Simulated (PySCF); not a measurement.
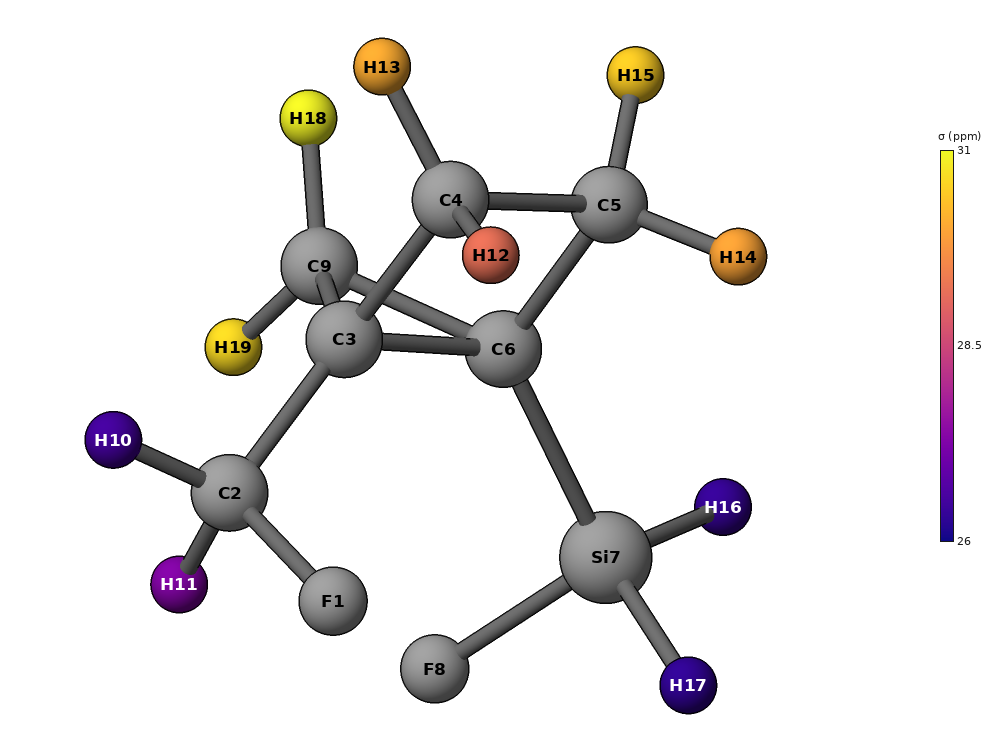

Atoms are coloured by their isotropic NMR shieldings (H only, the others grey). The geometry was computed by an optimisation with GFN2-xTB. No frequency run is at hand to confirm it as a minimum. Level of theory: GIAO PBE0/pcSseg-1 NMR shielding, non-relativistic, gas phase (PySCF 2.14.0).

### Which H atom is the most shielded (lowest chemical shift)?

H18 (30.93 ppm).

### Which H atom is the least shielded (highest chemical shift)?

H17 (26.34 ppm).

### How wide is the range of H shifts?

4.59 ppm.

Give the isotropic NMR shieldings of the H atoms atom by atom.

```csv
atom,σ (ppm)
H10,26.55
H11,27.34
H12,29.21
H13,30.08
H14,29.95
H15,30.49
H16,26.40
H17,26.34
H18,30.93
H19,30.65
```

The geometry is semi-empirical. Around Si such bond lengths and angles can be off by a tenth of an ångström or more and by several degrees, and values that hang on the shape move with them.
